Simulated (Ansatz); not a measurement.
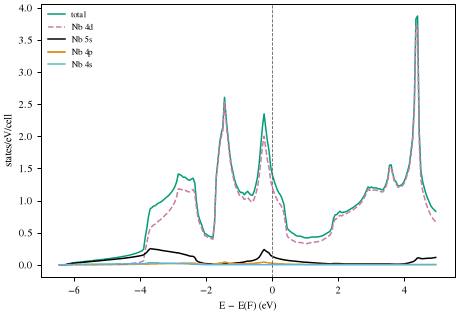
Figure: Total and projected density of states of Nb (bcc (W type), Im-3m), r²SCAN in the plane-wave PAW code Ansatz

Task: Which orbitals carry the states next to the Fermi level?

Result: Within 0.5 eV of the Fermi level: Nb 4d 86 %, Nb 5s 9 %. Projections are on Löwdin-orthogonalised atomic valence shells; empty p or d shells of many metals are not among them.

Task: Where is the tallest occupied peak in this window, and what makes it?

Result: Near -1.4 eV, about 2.6 states/eV per cell; the largest projected share is Nb 4d.

The r²SCAN relaxation kept the symmetry of its start. The run is not spin-polarised. Scalar-relativistic: spin–orbit coupling is off unless named, which matters more the heavier the elements.

Potentials: the earlier of the program's two PAW sets.
